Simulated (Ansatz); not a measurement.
```xyz
7

O    -0.7616   -0.8237   -0.3544
C    -0.0428    0.3781   -0.1149
S     1.6323   -0.0602    0.2366
H    -1.6160   -0.4625   -0.6457
H    -0.0656    1.0260   -1.0089
H    -0.4693    0.9252    0.7399
H     1.3842   -1.0509    1.1017
```

Not at a stationary point (largest force 1.6 eV/Å).

The calculation used Ansatz, SCF HSE06, Gaussian basis.

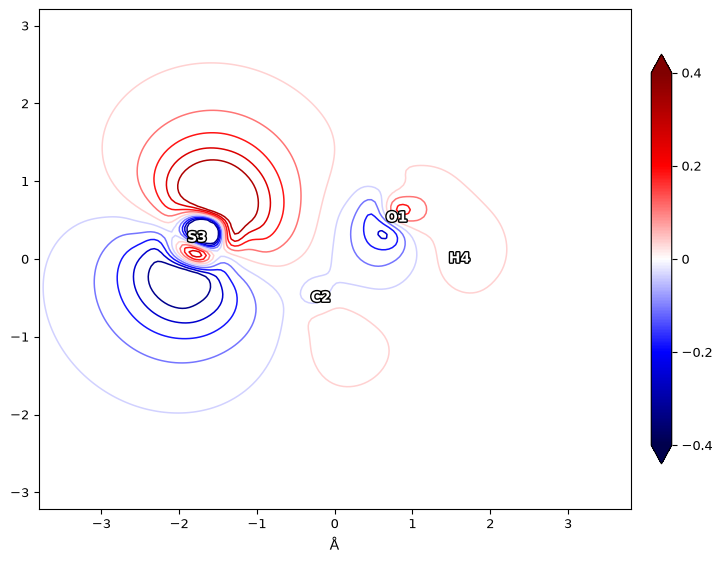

CH$_{4}$OS (SMILES OCS). The HOMO on the plane of atoms O1, C2 and S3 (values in Å⁻³ᐟ²; the overall sign is arbitrary).

> Describe this orbital and give its energy.

It lies mainly on S3 (about 80 %) and C2 (about 5 %); largely a lone pair of S3. Its energy is −6.36 eV.
